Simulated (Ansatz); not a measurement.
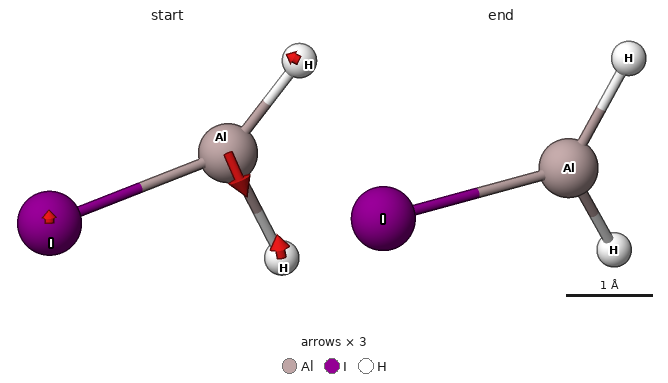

The structure of AlH$_{2}$I before (left) and after (right) a relaxation, at one scale. The red arrows give the displacements, magnified 3 times.

The picture is a ball-and-stick view, seen from a free direction.

Computed with RKS B2GP-PLYP/x2c-TZVPPall in Ansatz.

Input
```yaml
crystal:
  periodic: [false, false, false]
  atoms:
    - {symbol: Al, position_ang: [-0.255814, -0.234010, -0.027825]}
    - {symbol: I, position_ang: [1.967988, -0.363122, 1.024427]}
    - {symbol: H, position_ang: [-1.514960, -0.713898, 0.431160]}
    - {symbol: H, position_ang: [-0.209540, 0.957819, -1.337211]}
basis:
  gaussian: {orbitals: x2c-TZVPPall, final_grid: {core_spheres: 8, valence_spheres: 7, degree: 23}}
hamiltonian: {xc: {name: B2GP-PLYP}}
scf: {lower_state_search: off}
relax: {f_tol: 0.0001, max_steps: 2}
```

Run as
```bash
ansatz run in.yaml --threads 4 --pin off --events-out ev --progress --plain --max-ram 10444MiB
```

Question: What changed between the two?

Answer: The relaxation stopped without meeting its thresholds, so the last structure isn't shown to be converged. The input was poor on purpose: steps. After 1 geometry step the energy has fallen by 45.0 kJ/mol. Largest force component: 2.9 eV/Å at the start, 0.59 eV/Å at the end. Al1 moves most after the best rigid fit: 0.19 Å. Largest moves by element: Al 0.19 Å, H 0.10 Å, I 0.06 Å. Among the contacts that change: Al1–H4 1.771 → 1.517 Å, Al1–H3 1.424 → 1.526 Å, Al1–I2 2.464 → 2.484 Å. Among the angles between lasting bonds that change: I2–Al1–H3 130.0° → 119.3°, I2–Al1–H4 109.1° → 116.8°, H3–Al1–H4 119.2° → 123.9°. The run took 6.5 s on 4 threads of Arm Neoverse V2 (shared host).
